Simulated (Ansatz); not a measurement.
AlHClOF: molecular dynamics (part 3 of 3)

The same run, continued: AlHClOF; RKS BHLYP/6-31G* (Ansatz 0.2.0). It belongs to a series of runs on one base structure; here: dynamics from the start.

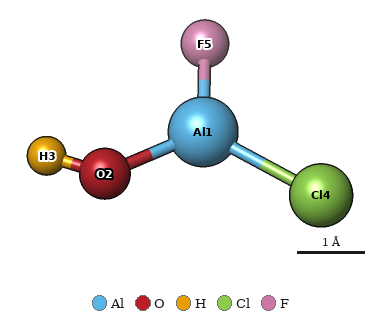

Figure 1. The geometry at step 109 of the log (ball-and-stick view, seen at a tilt; atoms are numbered from 1 in the order of the input).

## Trajectory as extended XYZ, continued
```
5
Properties=species:S:1:pos:R:3:forces:R:3 step=47 time_fs=23.5 energy=-23902.21945 temperature=49.1
Al   -0.0034   -0.0105   -0.0327    0.1296  -0.1874   0.6447
O    -0.0206   -0.1315    1.6595   -0.3572   0.0692  -0.3735
H    -0.8865   -0.1837    2.0709    0.2436   0.0058   0.0591
Cl    1.8155    0.0372   -0.9998    0.1584   0.0541  -0.1611
F    -1.4059   -0.0210   -0.8562   -0.1745   0.0582  -0.1692
5
Properties=species:S:1:pos:R:3:forces:R:3 step=52 time_fs=26.0 energy=-23902.21762 temperature=44.6
Al   -0.0020   -0.0093   -0.0346    0.0533  -0.1989   0.7101
O    -0.0245   -0.1315    1.6566   -0.7455   0.0362  -0.0781
H    -0.8875   -0.1884    2.0955    0.7032   0.0446  -0.2617
Cl    1.8168    0.0369   -1.0000    0.1684   0.0563  -0.1651
F    -1.4069   -0.0217   -0.8532   -0.1794   0.0618  -0.2052
5
Properties=species:S:1:pos:R:3:forces:R:3 step=57 time_fs=28.5 energy=-23902.22572 temperature=65.2
Al   -0.0006   -0.0087   -0.0350   -0.0447  -0.2044   0.6855
O    -0.0308   -0.1314    1.6533   -0.1981   0.0633  -0.2482
H    -0.8699   -0.1920    2.1136    0.2150   0.0191  -0.0729
Cl    1.8184    0.0368   -1.0005    0.1598   0.0571  -0.1558
F    -1.4085   -0.0221   -0.8508   -0.1321   0.0650  -0.2085
5
Properties=species:S:1:pos:R:3:forces:R:3 step=62 time_fs=31.0 energy=-23902.22505 temperature=63.7
Al    0.0008   -0.0084   -0.0338   -0.1562  -0.2024   0.5587
O    -0.0378   -0.1311    1.6489    0.6034   0.1119  -0.5584
H    -0.8466   -0.1950    2.1302   -0.5344  -0.0338   0.3210
Cl    1.8203    0.0368   -1.0013    0.1326   0.0568  -0.1348
F    -1.4106   -0.0223   -0.8492   -0.0454   0.0675  -0.1866
5
Properties=species:S:1:pos:R:3:forces:R:3 step=66 time_fs=33.0 energy=-23902.22660 temperature=67.6
Al    0.0017   -0.0086   -0.0320   -0.2471  -0.1934   0.3672
O    -0.0421   -0.1305    1.6441    0.5561   0.0935  -0.3367
H    -0.8374   -0.1981    2.1491   -0.4457  -0.0247   0.2415
Cl    1.8219    0.0368   -1.0021    0.0998   0.0557  -0.1125
F    -1.4123   -0.0223   -0.8482    0.0369   0.0689  -0.1596
5
Properties=species:S:1:pos:R:3:forces:R:3 step=71 time_fs=35.5 energy=-23902.22517 temperature=63.9
Al    0.0022   -0.0091   -0.0290   -0.3383  -0.1744   0.0513
O    -0.0458   -0.1295    1.6372   -0.1328   0.0059   0.4500
H    -0.8356   -0.2023    2.1777    0.2889   0.0455  -0.2984
Cl    1.8242    0.0370   -1.0032    0.0464   0.0535  -0.0790
F    -1.4143   -0.0222   -0.8475    0.1358   0.0695  -0.1239
5
Properties=species:S:1:pos:R:3:forces:R:3 step=76 time_fs=38.0 energy=-23902.21754 temperature=44.4
Al    0.0021   -0.0101   -0.0259   -0.3754  -0.1535  -0.2368
O    -0.0498   -0.1285    1.6318   -0.3092  -0.0363   0.8638
H    -0.8266   -0.2053    2.1982    0.4928   0.0714  -0.4944
Cl    1.8265    0.0372   -1.0045   -0.0205   0.0500  -0.0381
F    -1.4159   -0.0218   -0.8472    0.2122   0.0684  -0.0945
5
Properties=species:S:1:pos:R:3:forces:R:3 step=81 time_fs=40.5 energy=-23902.21696 temperature=42.6
Al    0.0010   -0.0114   -0.0233   -0.3480  -0.1362  -0.4070
O    -0.0547   -0.1276    1.6295    0.3457   0.0165   0.5023
H    -0.8050   -0.2063    2.2057   -0.1525   0.0085  -0.0235
Cl    1.8287    0.0375   -1.0058   -0.0966   0.0455   0.0082
F    -1.4169   -0.0212   -0.8472    0.2514   0.0657  -0.0800
5
Properties=species:S:1:pos:R:3:forces:R:3 step=85 time_fs=42.5 energy=-23902.20942 temperature=23.4
Al   -0.0003   -0.0127   -0.0219   -0.2894  -0.1242  -0.4671
O    -0.0578   -0.1268    1.6290    0.8577   0.0670   0.1263
H    -0.7899   -0.2069    2.2104   -0.6597  -0.0465   0.3804
Cl    1.8304    0.0378   -1.0069   -0.1581   0.0414   0.0446
F    -1.4171   -0.0205   -0.8474    0.2495   0.0624  -0.0842
5
Properties=species:S:1:pos:R:3:forces:R:3 step=90 time_fs=45.0 energy=-23902.21113 temperature=27.7
Al   -0.0026   -0.0145   -0.0210   -0.1865  -0.1095  -0.4857
O    -0.0591   -0.1257    1.6291    0.5611   0.0287   0.3935
H    -0.7872   -0.2087    2.2252   -0.3507  -0.0120   0.1201
Cl    1.8323    0.0382   -1.0081   -0.2282   0.0357   0.0836
F    -1.4166   -0.0196   -0.8478    0.2043   0.0571  -0.1115
5
Properties=species:S:1:pos:R:3:forces:R:3 step=95 time_fs=47.5 energy=-23902.20954 temperature=23.7
Al   -0.0053   -0.0166   -0.0213   -0.0576  -0.0975  -0.4097
O    -0.0583   -0.1244    1.6307   -0.1170  -0.0534   0.9334
H    -0.7940   -0.2107    2.2426    0.3413   0.0703  -0.4823
Cl    1.8338    0.0388   -1.0093   -0.2884   0.0297   0.1152
F    -1.4155   -0.0184   -0.8487    0.1216   0.0509  -0.1567
5
Properties=species:S:1:pos:R:3:forces:R:3 step=100 time_fs=50.0 energy=-23902.21221 temperature=30.5
Al   -0.0081   -0.0189   -0.0224    0.0907  -0.0913  -0.1913
O    -0.0577   -0.1233    1.6356   -0.0766  -0.0432   0.7170
H    -0.7925   -0.2108    2.2473    0.3032   0.0673  -0.4613
Cl    1.8348    0.0393   -1.0102   -0.3389   0.0232   0.1419
F    -1.4140   -0.0171   -0.8500    0.0216   0.0441  -0.2063
5
Properties=species:S:1:pos:R:3:forces:R:3 step=104 time_fs=52.0 energy=-23902.21615 temperature=40.6
Al   -0.0102   -0.0208   -0.0236    0.2075  -0.0883   0.0465
O    -0.0574   -0.1226    1.6414    0.4699   0.0314   0.0271
H    -0.7852   -0.2096    2.2415   -0.2517   0.0007   0.0068
Cl    1.8352    0.0398   -1.0107   -0.3707   0.0178   0.1593
F    -1.4128   -0.0159   -0.8515   -0.0549   0.0384  -0.2397
5
Properties=species:S:1:pos:R:3:forces:R:3 step=109 time_fs=54.5 energy=-23902.21376 temperature=34.6
Al   -0.0124   -0.0235   -0.0249    0.3193  -0.0808   0.3032
O    -0.0553   -0.1215    1.6487    0.8562   0.0863  -0.5483
H    -0.7836   -0.2080    2.2351   -0.6534  -0.0476   0.3361
Cl    1.8351    0.0404   -1.0112   -0.3954   0.0111   0.1723
F    -1.4114   -0.0144   -0.8541   -0.1267   0.0309  -0.2634
5
Properties=species:S:1:pos:R:3:forces:R:3 step=114 time_fs=57.0 energy=-23902.22048 temperature=51.7
Al   -0.0140   -0.0263   -0.0257    0.3675  -0.0660   0.4374
O    -0.0504   -0.1201    1.6542    0.2455   0.0158  -0.2110
H    -0.7988   -0.2076    2.2364   -0.0591   0.0226  -0.1439
Cl    1.8344    0.0410   -1.0114   -0.4007   0.0047   0.1742
F    -1.4104   -0.0127   -0.8576   -0.1531   0.0228  -0.2567
5
Properties=species:S:1:pos:R:3:forces:R:3 step=119 time_fs=59.5 energy=-23902.21855 temperature=47.0
Al   -0.0147   -0.0293   -0.0254    0.3523  -0.0456   0.4759
O    -0.0445   -0.1187    1.6589   -0.3600  -0.0539   0.1312
H    -0.8159   -0.2065    2.2337    0.5198   0.0873  -0.5647
Cl    1.8329    0.0417   -1.0113   -0.3902  -0.0014   0.1686
F    -1.4099   -0.0110   -0.8618   -0.1220   0.0136  -0.2110
5
Properties=species:S:1:pos:R:3:forces:R:3 step=123 time_fs=61.5 energy=-23902.22407 temperature=61.1
Al   -0.0147   -0.0317   -0.0245    0.3059  -0.0265   0.4659
O    -0.0405   -0.1177    1.6628   -0.2405  -0.0388  -0.0779
H    -0.8200   -0.2039    2.2205    0.3645   0.0662  -0.4033
Cl    1.8313    0.0422   -1.0110   -0.3730  -0.0061   0.1613
F    -1.4097   -0.0096   -0.8657   -0.0569   0.0052  -0.1461
5
Properties=species:S:1:pos:R:3:forces:R:3 step=128 time_fs=64.0 energy=-23902.22845 temperature=72.4
Al   -0.0141   -0.0349   -0.0224    0.2165   0.0015   0.3884
O    -0.0362   -0.1166    1.6673    0.4304   0.0333  -0.6712
H    -0.8174   -0.1992    2.1949   -0.3657  -0.0165   0.1737
Cl    1.8287    0.0428   -1.0103   -0.3410  -0.0117   0.1481
F    -1.4097   -0.0078   -0.8709    0.0599  -0.0065  -0.0389
5
Properties=species:S:1:pos:R:3:forces:R:3 step=133 time_fs=66.5 energy=-23902.22929 temperature=74.6
Al   -0.0130   -0.0380   -0.0194    0.1008   0.0342   0.2042
O    -0.0304   -0.1153    1.6695    0.5153   0.0343  -0.7281
H    -0.8243   -0.1947    2.1732   -0.5115  -0.0326   0.3169
Cl    1.8256    0.0434   -1.0095   -0.2954  -0.0166   0.1271
F    -1.4095   -0.0061   -0.8762    0.1907  -0.0194   0.0798
5
Properties=species:S:1:pos:R:3:forces:R:3 step=138 time_fs=69.0 energy=-23902.23221 temperature=82.0
Al   -0.0117   -0.0410   -0.0160   -0.0214   0.0688  -0.0576
O    -0.0230   -0.1140    1.6691   -0.2934  -0.0544  -0.1243
H    -0.8440   -0.1910    2.1596    0.2438   0.0386  -0.1073
Cl    1.8219    0.0440   -1.0084   -0.2371  -0.0206   0.0984
F    -1.4086   -0.0044   -0.8813    0.3081  -0.0323   0.1908
5
Properties=species:S:1:pos:R:3:forces:R:3 step=142 time_fs=71.0 energy=-23902.22629 temperature=66.9
Al   -0.0107   -0.0433   -0.0134   -0.1001   0.0947  -0.2584
O    -0.0176   -0.1130    1.6683   -0.7391  -0.1001   0.2141
H    -0.8561   -0.1874    2.1473    0.6468   0.0707  -0.2923
Cl    1.8187    0.0445   -1.0074   -0.1848  -0.0232   0.0726
F    -1.4073   -0.0031   -0.8850    0.3771  -0.0421   0.2640
5
Properties=species:S:1:pos:R:3:forces:R:3 step=147 time_fs=73.5 energy=-23902.22685 temperature=68.2
Al   -0.0096   -0.0461   -0.0106   -0.1507   0.1220  -0.4347
O    -0.0132   -0.1121    1.6680   -0.4492  -0.0777   0.0856
H    -0.8553   -0.1811    2.1251    0.2974   0.0341  -0.0152
Cl    1.8143    0.0450   -1.0060   -0.1151  -0.0259   0.0387
F    -1.4045   -0.0016   -0.8888    0.4176  -0.0526   0.3256
5
Properties=species:S:1:pos:R:3:forces:R:3 step=152 time_fs=76.0 energy=-23902.22061 temperature=52.2
Al   -0.0089   -0.0485   -0.0088   -0.1491   0.1420  -0.5199
O    -0.0104   -0.1115    1.6678    0.2723  -0.0245  -0.2939
H    -0.8469   -0.1738    2.1031   -0.4801  -0.0298   0.4684
Cl    1.8098    0.0455   -1.0046   -0.0393  -0.0276   0.0015
F    -1.4004   -0.0003   -0.8916    0.3962  -0.0601   0.3440
5
Properties=species:S:1:pos:R:3:forces:R:3 step=157 time_fs=78.5 energy=-23902.21912 temperature=48.3
Al   -0.0084   -0.0506   -0.0081   -0.1141   0.1540  -0.5354
O    -0.0069   -0.1111    1.6668    0.1364  -0.0401  -0.1751
H    -0.8504   -0.1673    2.0937   -0.3760  -0.0219   0.4395
Cl    1.8052    0.0459   -1.0032    0.0452  -0.0281  -0.0418
F    -1.3951    0.0008   -0.8933    0.3085  -0.0639   0.3128
5
Properties=species:S:1:pos:R:3:forces:R:3 step=161 time_fs=80.5 energy=-23902.21988 temperature=50.2
Al   -0.0083   -0.0521   -0.0084   -0.0677   0.1575  -0.4893
O    -0.0037   -0.1108    1.6654   -0.5320  -0.0849   0.2179
H    -0.8610   -0.1625    2.0954    0.2865   0.0190   0.0976
Cl    1.8016    0.0462   -1.0021    0.1180  -0.0277  -0.0800
F    -1.3901    0.0015   -0.8940    0.1951  -0.0640   0.2538
5
Properties=species:S:1:pos:R:3:forces:R:3 step=166 time_fs=83.0 energy=-23902.21578 temperature=39.8
Al   -0.0082   -0.0536   -0.0097    0.0179   0.1545  -0.3295
O    -0.0016   -0.1107    1.6645   -0.9235  -0.1026   0.4255
H    -0.8662   -0.1560    2.1000    0.6809   0.0355  -0.1164
Cl    1.7973    0.0466   -1.0009    0.2108  -0.0264  -0.1276
F    -1.3834    0.0023   -0.8941    0.0139  -0.0609   0.1479
```

This output came from the following input.

## Input file
```yaml
crystal:
  periodic: [false, false, false]
  atoms:
    - { symbol: Al, position_ang: [-0.007811, -0.03395, -0.014411] }
    - { symbol: O, position_ang: [-0.026553, -0.122043, 1.660924] }
    - { symbol: H, position_ang: [-0.826246, -0.159592, 2.179134] }
    - { symbol: Cl, position_ang: [1.810419, 0.042736, -1.006766] }
    - { symbol: F, position_ang: [-1.391609, -0.008551, -0.88178] }
basis:
  gaussian: { orbitals: "6-31G*" }
hamiltonian:
  xc: { name: BHLYP }
md:
  timestep: 0.5
  n_steps: 166
  ensemble: nve
  temperature: 100.0
  initial_velocities: maxwell_boltzmann
  seed: 330836
  masses: [{ species: H, mass: 2.014 }]
```

Run as:
```bash
ansatz run input.yaml --threads 1 --pin off --max-ram 2048MiB --backend cpu --events-out ev --progress --plain --runs-dir out
```

## Summary

- outcome: finished
- mean temperature over the second half: 50 K
- trajectory: 166 steps, 83 fs
- ensemble: nve
- temperature in the input: 100.0 K
- time step: 0.5 fs
- potential energy (last step): −23902.2159 eV
- mean-field energy (last step): −23902.2159 eV
- largest force (length of the vector) (last step): 1.022 eV/Å
- hardware: 1 thread of Arm Neoverse V1, 24 GiB of memory available, shared host
- wall time: 6.8 min
- peak memory: 0.12 GiB

## Remarks

So short a trajectory is not equilibrated.
